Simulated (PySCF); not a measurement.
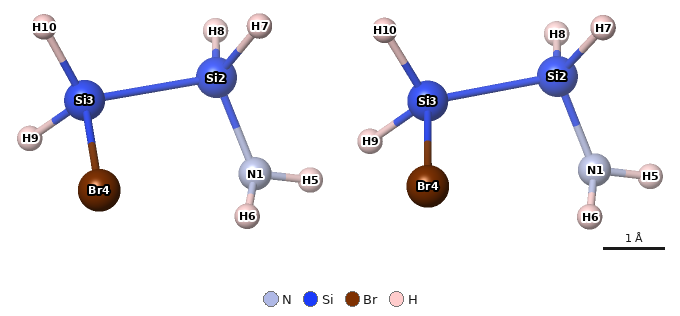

Two geometries of Si$_{2}$NH$_{6}$Br, drawn at one scale. One is the start of a relaxation, the other its converged end. A ball-and-stick model, seen at a tilt.

Level of theory: PySCF, PBE0-D3(BJ)/def2-SVP geometry optimisation, gas phase. 

**Which geometry has the lower energy?**

The left one is the relaxed one. The start comes from GFN2-xTB. Its atoms were then displaced at random by about 0.01 Å. The atom that moves furthest after the best rigid fit is Br4 (0.20 Å). By element the largest moves are Br 0.20 Å, H 0.12 Å, Si 0.07 Å, N 0.07 Å. Near-neighbour distances that change, for instance: Si3–H9 1.441 → 1.493 Å, Si2–Si3 2.292 → 2.343 Å, Si2–H8 1.450 → 1.495 Å, N1–Si2 1.690 → 1.732 Å. Among the angles between lasting bonds that change: Si2–Si3–H9 120.4° → 113.4°, Br4–Si3–H9 100.3° → 107.1°, Si2–Si3–Br4 111.0° → 105.1°. After 4 geometry steps the energy has fallen by 0.234 eV. The run took 21 s on 1 thread of Intel(R) Xeon(R) Platinum 8488C (shared host).
